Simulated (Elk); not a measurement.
# MnSe: cost and accuracy of all numerical settings together, part 2 of 2

Two starts of MnSe are run at each rung of all numerical settings together. Which rung is enough?

Elk 11.2.3 (patched build); PBEsol; all-electron APW+lo, Dirac cores, scalar-relativistic bands.

So far, largest spin moment in the muffin-tin sphere (μB): step 2 (rung 1 (rgkmax 5, mesh 4×4×4), start ferro +) 4.16; step 3 (rung 1 (rgkmax 5, mesh 4×4×2), start antiferro q=(0,0,1/2) +-) 4.06; step 4 (rung 2 (rgkmax 6, mesh 4×4×4), start ferro +) 4.18; step 5 (rung 2 (rgkmax 6, mesh 4×4×2), start antiferro q=(0,0,1/2) +-) 4.09.

The database entry behind the starting cell is an old determination (1938), so it need not match the best structure at ambient conditions.

## (6) Rung 3 (rgkmax 7, mesh 6×6×6), start ferro +

Contents of elk.in:

```
tasks
  0

xctype
  22

rgkmax
  7.0

nempty
  10

swidth
  0.005

reducebf
  0.6

epsengy
  1e-05

maxscl
  100

lmaxi
  2

lmaxapw
  8

lmaxo
  6

gmaxvr
  12.0

spinpol
  .true.

sppath
  './'

avec
  0.00000000000 5.49910302266 5.49910302266
  5.49910302266 0.00000000000 5.49910302266
  5.49910302266 5.49910302266 0.00000000000

atoms
  2
  'Mn.in'
  1
  0.0000000000 0.0000000000 0.0000000000   0.000000 0.000000 -0.337500
  'Se.in'
  1
  0.2500000000 0.2500000000 0.2500000000   0.000000 0.000000 0.000000

ngridk
  6 6 6
```

The run is started by

```
$ OMP_NUM_THREADS=2 elk
```

Numbers of over 12 decimals in the logs are rounded to 6 here.

What it wrote:

```text
Warning(init1): few empty states an atom for a second variation :    10.00000000
 they are its basis, with spin, DFT+U, afieldc (12 by default), in Hartree-Fock and RDMFT; 30 and more for pressures

--- INFO.OUT ---
┌─────────────────────────┐
│ Elk code version 11.2.3 │
└─────────────────────────┘

All units are atomic (Hartree, Bohr, etc.)

┌─────────────────────────────────────────────────┐
│ Ground-state run starting from atomic densities │
└─────────────────────────────────────────────────┘

Lattice vectors :
[...]
total in muffin-tins        :    55.95507824
 total calculated charge     :    59.00010582
 total charge                :    59.00000000
 error                       :   0.1058214835E-03

Moments :
 interstitial                :   0.4539269345
 muffin-tins
  species : 1 (Mn)
   atom 1                    :    4.236240031
  species : 2 (Se)
   atom 1                    :   0.8091795556E-01
 total in muffin-tins        :    4.317157986
 total moment                :    4.771084921

┌──────────────────────────────┐
│ Self-consistent loop stopped │
└──────────────────────────────┘

Wrote STATE.OUT

[key lines of the parts left out:]
total energy                :     -3586.1432584643
```

It took 49 s on 2 threads of Intel Xeon at 2.70GHz, shared host; peak memory 0.14 GiB.

Numbers from this step:

```yaml
magnetization: 4.771 μB
final_state: ferromagnetic
largest_moment: 4.236 μB
```

The largest moment moves by +0.06 μB from rung 2, at 1.9 times its CPU time.

## (7) Rung 3 (rgkmax 7, mesh 6×6×3), start antiferro q=(0,0,1/2) +-

Contents of elk.in:

```
tasks
  0

xctype
  22

rgkmax
  7.0

nempty
  10

swidth
  0.005

reducebf
  0.6

epsengy
  1e-05

maxscl
  100

lmaxi
  2

lmaxapw
  8

lmaxo
  6

gmaxvr
  12.0

spinpol
  .true.

sppath
  './'

avec
  0.00000000000 5.49910302266 5.49910302266
  5.49910302266 0.00000000000 5.49910302266
  10.99820604532 10.99820604532 0.00000000000

atoms
  2
  'Mn.in'
  2
  0.0000000000 0.0000000000 0.0000000000   0.000000 0.000000 -0.337500
  0.0000000000 0.0000000000 0.5000000000   0.000000 0.000000 0.337500
  'Se.in'
  2
  0.2500000000 0.2500000000 0.1250000000   0.000000 0.000000 0.000000
  0.2500000000 0.2500000000 0.6250000000   0.000000 0.000000 0.000000

ngridk
  6 6 3
```

The run is started by

```
$ OMP_NUM_THREADS=2 elk
```

What it wrote:

```text
Warning(init1): few empty states an atom for a second variation :    10.00000000
 they are its basis, with spin, DFT+U, afieldc (12 by default), in Hartree-Fock and RDMFT; 30 and more for pressures

--- INFO.OUT ---
┌─────────────────────────┐
│ Elk code version 11.2.3 │
└─────────────────────────┘

All units are atomic (Hartree, Bohr, etc.)

┌─────────────────────────────────────────────────┐
│ Ground-state run starting from atomic densities │
└─────────────────────────────────────────────────┘

Lattice vectors :
[...]
total calculated charge     :    118.0004313
 total charge                :    118.0000000
 error                       :   0.4313453025E-03

Moments :
 interstitial                :   0.2384880659E-16
 muffin-tins
  species : 1 (Mn)
   atom 1                    :    4.147165100
   atom 2                    :   -4.147165100
  species : 2 (Se)
   atom 1                    :   0.4566118286E-01
   atom 2                    :  -0.4566118286E-01
 total in muffin-tins        :    0.000000000
 total moment                :   0.2384880659E-16

┌──────────────────────────────┐
│ Self-consistent loop stopped │
└──────────────────────────────┘

Wrote STATE.OUT

[key lines of the parts left out:]
total energy                :     -7172.2989699398
```

It took 3.9 min on 2 threads; peak memory 0.29 GiB; 7.6 min of CPU time.

Read from the output:

```yaml
magnetization: 0 μB
final_state: antiferromagnetic
largest_moment: 4.147 μB
```

This start lies -169.4 meV a seeded atom from the first, a change of +11.3 meV since rung 2; its largest moment is 4.15 μB.

## (8) Rung 4 (rgkmax 8, mesh 8×8×8), start ferro +

Contents of elk.in:

```
tasks
  0

xctype
  22

rgkmax
  8.0

nempty
  16

swidth
  0.005

reducebf
  0.6

epsengy
  1e-05

maxscl
  100

lmaxi
  2

lmaxapw
  10

lmaxo
  8

gmaxvr
  16.0

spinpol
  .true.

sppath
  './'

avec
  0.00000000000 5.49910302266 5.49910302266
  5.49910302266 0.00000000000 5.49910302266
  5.49910302266 5.49910302266 0.00000000000

atoms
  2
  'Mn.in'
  1
  0.0000000000 0.0000000000 0.0000000000   0.000000 0.000000 -0.337500
  'Se.in'
  1
  0.2500000000 0.2500000000 0.2500000000   0.000000 0.000000 0.000000

ngridk
  8 8 8
```

The run is started by

```
$ OMP_NUM_THREADS=2 elk
```

What it wrote:

```text
┌─────────────────────────┐
│ Elk code version 11.2.3 │
└─────────────────────────┘

All units are atomic (Hartree, Bohr, etc.)

┌─────────────────────────────────────────────────┐
│ Ground-state run starting from atomic densities │
└─────────────────────────────────────────────────┘

Lattice vectors :
   0.000000000       5.499103023       5.499103023
   5.499103023       0.000000000       5.499103023
   5.499103023       5.499103023       0.000000000

Species : 1 (Mn)
 muffin-tin radius :    2.356181458
[...]
total in muffin-tins        :    55.96679554
 total calculated charge     :    58.99998506
 total charge                :    59.00000000
 error                       :   0.1493690026E-04

Moments :
 interstitial                :   0.4442391281
 muffin-tins
  species : 1 (Mn)
   atom 1                    :    4.270565772
  species : 2 (Se)
   atom 1                    :   0.8477243635E-01
 total in muffin-tins        :    4.355338208
 total moment                :    4.799577336

┌──────────────────────────────┐
│ Self-consistent loop stopped │
└──────────────────────────────┘

Wrote STATE.OUT

[key lines of the parts left out:]
total energy                :     -3586.1511790855
```

Run time: 3.9 min. Hardware: 2 threads; peak memory 0.24 GiB.

This step gave:

```yaml
magnetization: 4.800 μB
final_state: ferromagnetic
largest_moment: 4.271 μB
```

The largest moment moves by +0.03 μB from rung 3, at 5.0 times its CPU time.

## (9) Rung 4 (rgkmax 8, mesh 8×8×4), start antiferro q=(0,0,1/2) +-

Contents of elk.in:

```
tasks
  0

xctype
  22

rgkmax
  8.0

nempty
  16

swidth
  0.005

reducebf
  0.6

epsengy
  1e-05

maxscl
  100

lmaxi
  2

lmaxapw
  10

lmaxo
  8

gmaxvr
  16.0

spinpol
  .true.

sppath
  './'

avec
  0.00000000000 5.49910302266 5.49910302266
  5.49910302266 0.00000000000 5.49910302266
  10.99820604532 10.99820604532 0.00000000000

atoms
  2
  'Mn.in'
  2
  0.0000000000 0.0000000000 0.0000000000   0.000000 0.000000 -0.337500
  0.0000000000 0.0000000000 0.5000000000   0.000000 0.000000 0.337500
  'Se.in'
  2
  0.2500000000 0.2500000000 0.1250000000   0.000000 0.000000 0.000000
  0.2500000000 0.2500000000 0.6250000000   0.000000 0.000000 0.000000

ngridk
  8 8 4
```

The run is started by

```
$ OMP_NUM_THREADS=2 elk
```

What it wrote:

```text
┌─────────────────────────┐
│ Elk code version 11.2.3 │
└─────────────────────────┘

All units are atomic (Hartree, Bohr, etc.)

┌─────────────────────────────────────────────────┐
│ Ground-state run starting from atomic densities │
└─────────────────────────────────────────────────┘

Lattice vectors :
   0.000000000       5.499103023       5.499103023
   5.499103023       0.000000000       5.499103023
   10.99820605       10.99820605       0.000000000

Species : 1 (Mn)
 muffin-tin radius :    2.356181458
[...]
total calculated charge     :    117.9999723
 total charge                :    118.0000000
 error                       :   0.2772566533E-04

Moments :
 interstitial                :   0.5515959473E-14
 muffin-tins
  species : 1 (Mn)
   atom 1                    :    4.165087213
   atom 2                    :   -4.165087213
  species : 2 (Se)
   atom 1                    :   0.4555943221E-01
   atom 2                    :  -0.4555943221E-01
 total in muffin-tins        :    0.000000000
 total moment                :   0.5515959473E-14

┌──────────────────────────────┐
│ Self-consistent loop stopped │
└──────────────────────────────┘

Wrote STATE.OUT

[key lines of the parts left out:]
total energy                :     -7172.3149089043
```

It took 21 min on 2 threads; peak memory 0.45 GiB; 42 min of CPU time.

Numbers from this step:

| Property | Result |
| --- | --- |
| magnetization | 0 μB |
| final state | antiferromagnetic |
| largest moment | 4.165 μB |

This start lies -170.8 meV a seeded atom from the first, a change of -1.3 meV since rung 3; its largest moment is 4.17 μB.

## (10) A faulty input

An input with a fault is tried, to see how the program answers.

Contents of elk.in:

```
tasks
  0

xctype
  22

rgkmax
  7.0

nempty
  12

swidth
  0.005

reducebf
  0.6

epsengy
  1e-05

maxscl
  5

lmaxi
  2

spinpol
  .true.

sppath
  './'

avec
  0.00000000000 5.49910302266 5.49910302266
  5.49910302266 0.00000000000 5.49910302266
  5.49910302266 5.49910302266 0.00000000000

atoms
  2
  'Mn.in'
  1
  0.0000000000 0.0000000000 0.0000000000   0.000000 0.000000 -0.337500
  'Se.in'
  1
  0.2500000000 0.2500000000 0.2500000000   0.000000 0.000000 0.000000

ngridk
  8 8 8
```

The run is started by

```
$ OMP_NUM_THREADS=2 elk
```

What it wrote:

```text
Warning(gndstate): failed to reach self-consistency after 5 loops

--- INFO.OUT ---
┌─────────────────────────┐
│ Elk code version 11.2.3 │
└─────────────────────────┘

All units are atomic (Hartree, Bohr, etc.)

┌─────────────────────────────────────────────────┐
│ Ground-state run starting from atomic densities │
└─────────────────────────────────────────────────┘

Lattice vectors :
   0.000000000       5.499103023       5.499103023
   5.499103023       0.000000000       5.499103023
   5.499103023       5.499103023       0.000000000

Species : 1 (Mn)
 muffin-tin radius :    2.356181458
 atomic positions (lattice), magnetic fields (Cartesian) :
  1 :   0.00000000  0.00000000  0.00000000    0.00000000  0.00000000 -0.33750000

Species : 2 (Se)
 muffin-tin radius :    2.356181458
 atomic positions (lattice), magnetic fields (Cartesian) :
  1 :   0.25000000  0.25000000  0.25000000    0.00000000  0.00000000  0.00000000

Total number of atoms per unit cell :    2
Total muffin-tin volume :    109.5834090
 ratio of muffin-tin to unit cell volume :   0.3294877276

Spin treatment :
 spin-polarised
 global magnetic field (Cartesian) :    0.000000000       0.000000000       0.000000000
 collinear magnetisation in z-direction

Number of Bravais lattice symmetries :   48
Number of crystal symmetries         :   24
Crystal has no inversion symmetry
Complex Hermitian eigensolver will be used

k-point grid :      8     8     8
k-point offset :    0.000000000       0.000000000       0.000000000
k-point set is reduced with full crystal symmetry group
Total number of k-points :       43

Muffin-tin radius times maximum |G+k| :    7.000000000
 using average radius
Maximum |G+k| for APW functions       :    2.970908703
Maximum (1/2)|G+k|²                   :    4.413149262
Maximum |G| for potential and density :    12.00000000
Constant for pseudocharge density :    7
 order of it for each species :   14  14
 order of it for pair densities of each species (exact exchange by exxq0 0: 14) :   10  10
Radial integration step length :    1

G-vector grid sizes :     30    30    30
Number of G-vectors :     9721

Maximum angular momentum used for
 APW functions            :    8
 outer part of muffin-tin :    6

Number of empty states         :     24
Total number of valence states :     80
Total number of core states    :     28

Third-order local-orbitals added for an l without core states : T
Total number of local-orbitals :     43

Exchange-correlation functional :     22     0     0
 PBEsol, Phys. Rev. Lett. 100, 136406 (2008)
 gradient requirement :    1
 generalised gradient approximation (GGA)

Smearing type :    3
 Fermi-Dirac
Smearing width :   0.5000000000E-02
Effective electronic temperature (K) :    1578.875124

Mixing type :    3
 Broyden mixing, J. Phys. A: Math. Gen. 17, L317 (1984)

Kohn-Sham potential initialised from atomic data

┌──────────────────────────────┐
│ Self-consistent loop started │
└──────────────────────────────┘

[... earlier loops left out ...]

┌─────────────────┐
│ Loop number : 5 │
└─────────────────┘

Reached self-consistent loops maximum

Energies :
 Fermi                       :     0.142093
 sum of occupied eigenvalues :     -2084.5001743157
 electron kinetic            :      3657.1385158614
 core electron kinetic       :      3330.4856773690
 Coulomb                     :     -7106.0906962328
 Coulomb potential           :     -5562.2887591448
 nuclear-nuclear             :     -433.20385458381
 electron-nuclear            :     -7792.8790423099
 Hartree                     :      1119.9922006609
 Madelung                    :     -4324.9463166604
 xc potential                :     -179.10699736453
 xc effective B-field        :    -0.284251
 external B-field            :      0.000000
 exchange                    :     -134.30943385611
 correlation                 :     -3.169392
 electron entropic           :    -0.42878571889563E-02
 total energy                :     -3586.4352938171
 (external B-field energy excluded from total)

Density of states at Fermi energy :    51.57747346
 (states/Hartree/unit cell)

Estimated indirect band gap :   0.4636256974E-03
 from k-point 15 to k-point 40
Estimated direct band gap   :   0.1131208634E-01
 at k-point 34

Charges :
 core                        :    28.00000000
 valence                     :    31.00000000
 interstitial                :    3.084987227
 muffin-tins (core leakage)
  species : 1 (Mn)
   atom 1                    :    23.39712541     ( -0.2236155137E-06)
  species : 2 (Se)
   atom 1                    :    32.51788736     (  0.7834563795E-04)
 total in muffin-tins        :    55.91501277
 total calculated charge     :    59.00010408
 total charge                :    59.00000000
[...]
Moments :
 interstitial                :   0.4102644901
 muffin-tins
  species : 1 (Mn)
   atom 1                    :    3.884271981
  species : 2 (Se)
   atom 1                    :   0.6564876995E-01
 total in muffin-tins        :    3.949920751
 total moment                :    4.360185241

┌──────────────────────────────┐
│ Self-consistent loop stopped │
└──────────────────────────────┘

Wrote STATE.OUT
```

The job ended after 23 s (2 threads; peak memory 0.15 GiB).

The run stopped without converging, so none of its numbers is a property of the system.

The fault put into the input: too few SCF loops.

The limit on cycles came before convergence; raising it mends this.

## (11) The rungs together

Ladder, by row:

```tsv
rung	rgkmax	mesh	empty states an atom	state from the first start	state from the second start	second less first (meV a seeded atom)	moment, first (μB)	moment, second (μB)	CPU time (s)
1	5	4x4x4	4	ferromagnetic	antiferromagnetic	-171.9	4.163	4.062	122.4
2	6	4x4x4	6	ferromagnetic	antiferromagnetic	-180.8	4.176	4.093	225.7
3	7	6x6x6	10	ferromagnetic	antiferromagnetic	-169.4	4.236	4.147	549.5
4	8	8x8x8	16	ferromagnetic	antiferromagnetic	-170.8	4.271	4.165	2970
```

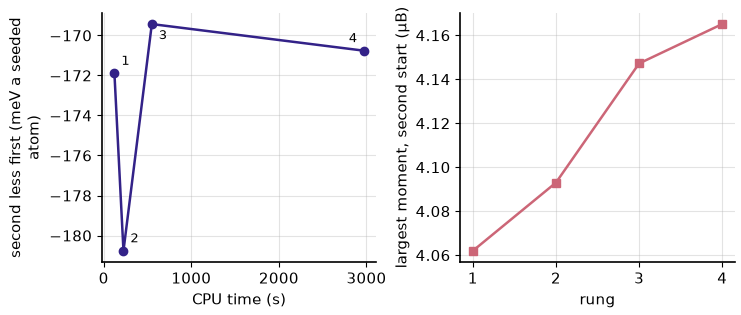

Result against cost, rungs numbered as in the table, and the moment by rung.

## (12) What came out

| Item | Value |
| --- | --- |
| range of the moment in the table, second start | 4.06 to 4.17 μB |
| range of CPU time | 2 min to 49 min |
| range of the energy difference | -181 to -169 meV a seeded atom |
| first rung from which all stay within 8.5 meV of the last | 3 |

From rung 3 on the result stays within 1.3 meV of the last rung, inside the margin of 8.5 meV set for it, at 19 % of the last rung's cost. The second start ends lower on every rung of the table; whether functional and cell give the true order is another question. With a GGA and lmaxo under 10 this build's totals carry angular errors that reach some ten meV an atom in oxides, so smaller differences are in doubt.

[Logs and program files are shortened in this print: banners, set-up blocks, solver, clock and traceback lines can be left out without a mark of their own.]

[Logs are printed without paths, hosts, clocks, repeated set-up lines and the standing remarks that a program may print on its own settings, such as how far it seeks lower states.]

[Hosts, paths, dates, database ids (printed as entryN), source tags and the programs' standing remarks are cut or masked in the printed files.]

[Where a cell is said to come from a database of computed structures, the database is the Materials Project.]
